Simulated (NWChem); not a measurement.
# C3H7Br (1-bromopropane) at 6 levels

Wanted: a comparison of 6 runs (BLYP/def2-SVP, M06-L/def2-SVP, PBE/def2-SVP, PBE0/def2-SVP, TPSS/def2-SVP, r2SCAN/def2-SVP) of C3H7Br (1-bromopropane). 

The calculation is run with NWChem 7.3.0.

1 further run of the same task is left out (set aside as unsound or not needed).

**1. The molecule**

C3H7Br: 11 atoms, total charge 0, spin state singlet. As SMILES, `CCCBr`. The C2–C3 distance was set to 3.321 Å, away from the relaxed value. At this shape a bond of the SMILES string is far longer than usual.

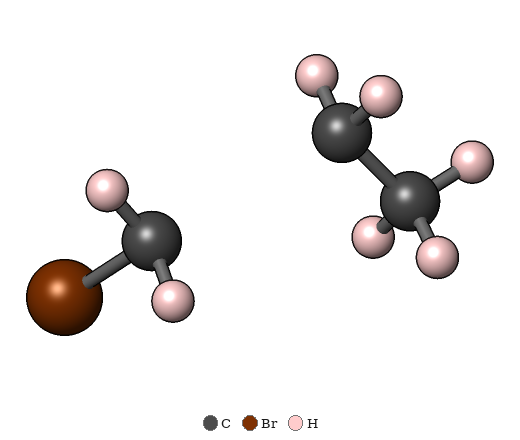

The structure, seen from a chosen angle (carbon dark grey, bromine brown, hydrogen pink).

**2. The energy at BLYP/def2-SVP (run 1)**

Contents of a.nw:

```
start a
title "C3H7Br"
memory 2200 mb

geometry units angstroms noautosym nocenter noautoz
 C       -1.736112       1.986562       1.284390
 C       -1.413412       0.552062       1.658090
 C        0.751200      -0.933400      -0.376500
 Br       0.042600      -1.165200      -2.181600
 H       -2.201212       2.039162       0.298190
 H       -2.423512       2.431762       2.006190
 H       -0.831312       2.600162       1.260790
 H       -2.328712      -0.044538       1.708590
 H       -0.968112       0.522062       2.660790
 H        1.664500      -0.352300      -0.499500
 H        1.004600      -1.937400      -0.042700
end

basis spherical bse
 * library def2-SVP
end

dft
 xc becke88 lyp
 mult 1
 grid fine
 convergence energy 1e-08
 iterations 100
 mulliken
end

task dft energy
```

Launch:

```
$ nwchem a.nw > a.out
```

What it wrote:

```text
[...]
          Wavefunction type:  closed shell.
          No. of atoms     :    11
          No. of electrons :    60
[...]
          Charge           :     0
          Spin multiplicity:     1
[...]
          AO basis - number of functions:   109
[...]
              XC Information
              --------------
                    Becke 1988 Exchange Functional  1.000
              Lee-Yang-Parr Correlation Functional  1.000
[...]
 d= 0,ls=0.0,diis     1  -2692.0053793170 -2.89D+03  1.22D-02  5.67D-01     1.6
[...]
 d= 0,ls=0.0,diis    14  -2692.0668767963 -1.58D-09  3.20D-07  8.63D-10    16.4
         Total DFT energy =    -2692.066876796258
      One electron energy =    -4133.758118308602
           Coulomb energy =     1353.333368765850
    Exchange-Corr. energy =     -109.939847303219
 Nuclear repulsion energy =      198.297720049712
[...]
      Total Density - Mulliken Population Analysis
     ---------------------------------------------
    Atom       Charge   Shell Charges
 -----------   ------   -------------------------------------------------------
    1 C    6     5.99   1.98  0.92  0.08  2.14  0.83  0.03
    2 C    6     6.03   1.99  0.96  0.24  1.95  0.86  0.02
    3 C    6     6.08   1.99  0.98  0.30  1.89  0.90  0.02
    4 Br  35    35.09   2.00  2.00  1.99  1.49  0.49  6.00  5.97  2.36  2.75  8.18  1.76  0.11
    5 H    1     0.98   0.74  0.21  0.02
    6 H    1     0.98   0.74  0.22  0.02
    7 H    1     0.98   0.74  0.22  0.02
    8 H    1     0.98   0.74  0.22  0.02
    9 H    1     0.99   0.74  0.22  0.02
   10 H    1     0.95   0.74  0.19  0.02
[...]
```

Wall time 17 s (1 thread of AMD EPYC 9R45 (Zen 5), shared host); peak memory 0.12 GiB.

**3. A single-point energy at M06-L/def2-SVP (run 2)**

Contents of run.py:

```python
from ase import Atoms
from ase.calculators.nwchem import NWChem

system = Atoms(['C', 'C', 'C', 'Br', 'H', 'H', 'H', 'H', 'H', 'H', 'H'], positions=[
    [-1.736112, 1.986562, 1.284390],
    [-1.413412, 0.552062, 1.658090],
    [0.751200, -0.933400, -0.376500],
    [0.042600, -1.165200, -2.181600],
    [-2.201212, 2.039162, 0.298190],
    [-2.423512, 2.431762, 2.006190],
    [-0.831312, 2.600162, 1.260790],
    [-2.328712, -0.044538, 1.708590],
    [-0.968112, 0.522062, 2.660790],
    [1.664500, -0.352300, -0.499500],
    [1.004600, -1.937400, -0.042700],
])

calc = NWChem(
    label='c3h7br',
    theory='dft',
    memory='2200 mb',
    basis='def2-SVP',
    basispar='spherical bse',
    dft={'xc': 'm06-l', 'mult': '1', 'grid': 'fine', 'convergence': 'energy 1e-08', 'iterations': '100', 'mulliken': None},
    task='energy',
)
system.calc = calc

print("Total energy (eV):", round(system.get_potential_energy(), 6))
print("dipole (e A):", system.get_dipole_moment().round(4))
```

Launch:

```
$ export ASE_NWCHEM_COMMAND="nwchem PREFIX.nwi > PREFIX.nwo"
$ python run.py
```

What it wrote:

```text
Total energy (eV): -73252.924185
dipole (e A): [-0.0738  0.2176  0.3584]
```

The calculator wrote c3h7br.nwi:

```
title "c3h7br"

permanent_dir c3h7br

scratch_dir c3h7br

start c3h7br

geometry units angstrom nocenter noautosym noautoz
  C  -1.7361120000000001e+00 1.9865619999999999e+00 1.2843899999999999e+00
  C  -1.4134119999999999e+00 5.5206200000000005e-01 1.6580900000000001e+00
  C  7.5119999999999998e-01 -9.3340000000000001e-01 -3.7650000000000000e-01
  Br 4.2599999999999999e-02 -1.1652000000000000e+00 -2.1816000000000000e+00
  H  -2.2012119999999999e+00 2.0391620000000001e+00 2.9819000000000001e-01
  H  -2.4235120000000001e+00 2.4317620000000000e+00 2.0061900000000001e+00
  H  -8.3131200000000005e-01 2.6001620000000001e+00 1.2607900000000001e+00
  H  -2.3287119999999999e+00 -4.4538000000000001e-02 1.7085900000000001e+00
  H  -9.6811199999999997e-01 5.2206200000000003e-01 2.6607900000000000e+00
  H  1.6645000000000001e+00 -3.5230000000000000e-01 -4.9950000000000000e-01
  H  1.0045999999999999e+00 -1.9374000000000000e+00 -4.2700000000000002e-02
end

memory 2200 mb

basis spherical bse noprint
   * library def2-SVP
end

dft
  xc m06-l
  mult 1
  grid fine
  convergence energy 1e-08
  iterations 100
  mulliken
end

task dft energy
```

c3h7br.nwo:

```text
Northwest Computational Chemistry Package (NWChem) 7.3.0
             --------------------------------------------------------

           Job information
           ---------------

    nwchem branch   = 7.3.0
    use scalapack   = T
    input           = c3h7br.nwi
    prefix          = c3h7br.
    data base       = c3h7br/c3h7br.db
    status          = startup
    nproc           =        1

           Memory information
           ------------------

[... 5 lines left out ...]
    hardfail = no
[... 122 lines left out ...]
          Convergence on energy requested:  1.00D-08
[... 23 lines left out ...]
          Convergence Information
[... 30 lines left out ...]
 1-e energy   =   -4130.656049
[... 42 lines left out ...]
      One electron energy =    -4134.443788083790
[... 8 lines left out ...]
                       DFT Final Molecular Orbital Analysis
[... 817 lines left out ...]
     Multipole analysis of the density
     ---------------------------------

     L   x y z        total         alpha         beta         nuclear
     -   - - -        -----         -----         ----         -------
     0   0 0 0     -0.000000    -30.000000    -30.000000     60.000000

     1   1 0 0     -0.139451     17.866329     17.866329    -35.872109
[... 8 lines of this table left out ...]
     2   0 0 2    -27.926254   -388.524916   -388.524916    749.123578

 Task  times  cpu:       23.0s     wall:       23.0s
 Total times  cpu:       23.0s     wall:       23.0s
```

Run time: 24 s. Hardware: 1 thread of AMD EPYC 9R45 (Zen 5), shared host; peak memory 0.12 GiB.

Runs 3 to 5 aren't shown in full; the table further down has their settings and results.

**4. The energy at r2SCAN/def2-SVP (run 6)**

Contents of run.py:

```python
from ase import Atoms
from ase.calculators.nwchem import NWChem

mol = Atoms(['C', 'C', 'C', 'Br', 'H', 'H', 'H', 'H', 'H', 'H', 'H'], positions=[
    [-1.736112, 1.986562, 1.284390],
    [-1.413412, 0.552062, 1.658090],
    [0.751200, -0.933400, -0.376500],
    [0.042600, -1.165200, -2.181600],
    [-2.201212, 2.039162, 0.298190],
    [-2.423512, 2.431762, 2.006190],
    [-0.831312, 2.600162, 1.260790],
    [-2.328712, -0.044538, 1.708590],
    [-0.968112, 0.522062, 2.660790],
    [1.664500, -0.352300, -0.499500],
    [1.004600, -1.937400, -0.042700],
])

calc = NWChem(
    label='m1',
    theory='dft',
    memory='2200 mb',
    basis='def2-SVP',
    basispar='spherical bse',
    dft={'xc': 'r2scan', 'mult': '1', 'grid': 'fine', 'convergence': 'energy 1e-08', 'iterations': '100', 'mulliken': None},
    task='energy',
)
mol.calc = calc

e = mol.get_potential_energy()
print(f"E = {e:.6f} eV")
print("dipole (e A):", mol.get_dipole_moment().round(4))
```

Launch:

```
$ export ASE_NWCHEM_COMMAND="nwchem PREFIX.nwi > PREFIX.nwo"
$ python run.py
```

What it wrote:

```text
E = -73253.530589 eV
dipole (e A): [-0.0535  0.2105  0.3667]
```

The calculator wrote m1.nwi:

```
title "m1"

permanent_dir m1

scratch_dir m1

start m1

geometry units angstrom nocenter noautosym noautoz
  C  -1.7361120000000001e+00 1.9865619999999999e+00 1.2843899999999999e+00
  C  -1.4134119999999999e+00 5.5206200000000005e-01 1.6580900000000001e+00
  C  7.5119999999999998e-01 -9.3340000000000001e-01 -3.7650000000000000e-01
  Br 4.2599999999999999e-02 -1.1652000000000000e+00 -2.1816000000000000e+00
  H  -2.2012119999999999e+00 2.0391620000000001e+00 2.9819000000000001e-01
  H  -2.4235120000000001e+00 2.4317620000000000e+00 2.0061900000000001e+00
  H  -8.3131200000000005e-01 2.6001620000000001e+00 1.2607900000000001e+00
  H  -2.3287119999999999e+00 -4.4538000000000001e-02 1.7085900000000001e+00
  H  -9.6811199999999997e-01 5.2206200000000003e-01 2.6607900000000000e+00
  H  1.6645000000000001e+00 -3.5230000000000000e-01 -4.9950000000000000e-01
  H  1.0045999999999999e+00 -1.9374000000000000e+00 -4.2700000000000002e-02
end

memory 2200 mb

basis spherical bse noprint
   * library def2-SVP
end

dft
  xc r2scan
  mult 1
  grid fine
  convergence energy 1e-08
  iterations 100
  mulliken
end

task dft energy
```

m1.nwo:

```text
Northwest Computational Chemistry Package (NWChem) 7.3.0
             --------------------------------------------------------

           Job information
           ---------------

    nwchem branch   = 7.3.0
    use scalapack   = T
    input           = m1.nwi
    prefix          = m1.
    data base       = m1/m1.db
    status          = startup
    nproc           =        1

           Memory information
           ------------------

[... 5 lines left out ...]
    hardfail = no
[... 122 lines left out ...]
          Convergence on energy requested:  1.00D-08
[... 23 lines left out ...]
          Convergence Information
[... 30 lines left out ...]
 1-e energy   =   -4130.656049
[... 42 lines left out ...]
      One electron energy =    -4134.209622810069
[... 8 lines left out ...]
                       DFT Final Molecular Orbital Analysis
[... 814 lines left out ...]
     Multipole analysis of the density
     ---------------------------------

     L   x y z        total         alpha         beta         nuclear
     -   - - -        -----         -----         ----         -------
     0   0 0 0      0.000000    -30.000000    -30.000000     60.000000

     1   1 0 0     -0.101019     17.885545     17.885545    -35.872109
[... 8 lines of this table left out ...]
     2   0 0 2    -28.161043   -388.642311   -388.642311    749.123578

 Task  times  cpu:       22.1s     wall:       22.1s
 Total times  cpu:       22.2s     wall:       22.2s
```

Wall time 23 s (1 thread of AMD EPYC 9R45 (Zen 5), shared host); peak memory 0.12 GiB.

**5. The series**

| run | level | energy (Eh) | dipole moment (D) | HOMO energy (eV) | LUMO energy (eV) | wall time |
| --- | --- | --- | --- | --- | --- | --- |
| 1 | BLYP/def2-SVP | -2692.066877 | 1.62 | -4.85 | -3.84 | 17 s |
| 2 | M06-L/def2-SVP | -2691.995333 | 2.04 | -5.20 | -4.10 | 24 s |
| 3 | PBE/def2-SVP | -2691.555620 | 1.72 | -5.03 | -4.01 | 17 s |
| 4 | PBE0/def2-SVP | -2691.646103 | 2.24 | -5.85 | -3.49 | 16 s |
| 5 | TPSS/def2-SVP | -2692.055504 | 1.92 | – | – | 23 s |
| 6 | r2SCAN/def2-SVP | -2692.017618 | 2.05 | -5.24 | -4.09 | 23 s |

**6. Outcome**

| quantity | value |
| --- | --- |
| run 6: total energy | -2692.01762 Eh |
| run 6: dipole moment | 2.05 D |
| run 6: HOMO energy | -5.24 eV |
| run 6: LUMO energy | -4.09 eV |
| run 6: HOMO–LUMO gap | 1.14 eV |

In words: The dipole moment (its size) runs from 1.62 D (BLYP/def2-SVP) to 2.24 D (PBE0/def2-SVP). Over runs 1, 2, 3, 4, 6 the HOMO–LUMO gap runs from 1.01 eV (BLYP/def2-SVP) to 2.36 eV (PBE0/def2-SVP). Totals of different functionals can't be ranked against each other. In runs 1, 2, 3, 4, 5, 6 a closed-shell determinant meets a far-stretched bond, which it describes badly. All runs together took 2 min, the longest 24 s.
